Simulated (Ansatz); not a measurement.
System (SMILES): FB=O.
Geometry (B3LYP-D3(BJ)/def2-TZVP, fixed):
```xyz
3

F      0.0000     0.0000    -1.1989
B      0.0000     0.0000     0.0871
O      0.0000     0.0000     1.2943
```
Charge 0, spin multiplicity 1.

Basis-set convergence of the dipole moment at HF with Ansatz (an electronic-structure program). Dipoles come from the density behind the forces; the sign is taken along the dipole that this method gives in the largest set. Cartesian d functions, on some or all atoms, in 6-31G**; all else is spherical. The program fits the integrals of some runs and decomposes those of others, by size. No added dispersion term, no relativity. Reference: the value in aug-pcseg-3, 2.441 D. Deviations are taken from unrounded values.

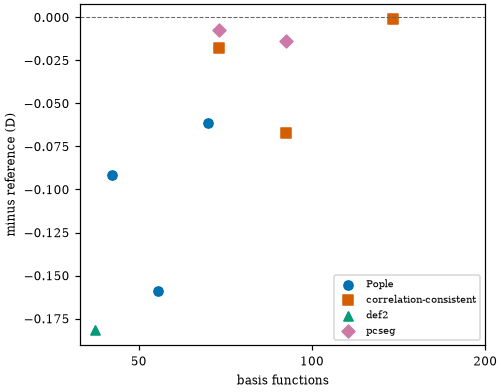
Deviation from the reference against the number of basis functions, by family of sets.

| basis | functions | dipole moment (D) | minus reference (D) |
|---|---|---|---|
| def2-SVP | 42 | 2.259 | -0.182 |
| 6-31G** | 45 | 2.349 | -0.091 |
| 6-311G** | 54 | 2.282 | -0.159 |
| 6-311+G** | 66 | 2.380 | -0.061 |
| aug-cc-pVDZ | 69 | 2.423 | -0.018 |
| aug-pcseg-1 | 69 | 2.433 | -0.007 |
| cc-pVTZ | 90 | 2.374 | -0.067 |
| pcseg-2 | 90 | 2.427 | -0.014 |
| aug-cc-pVTZ | 138 | 2.440 | -0.001 |
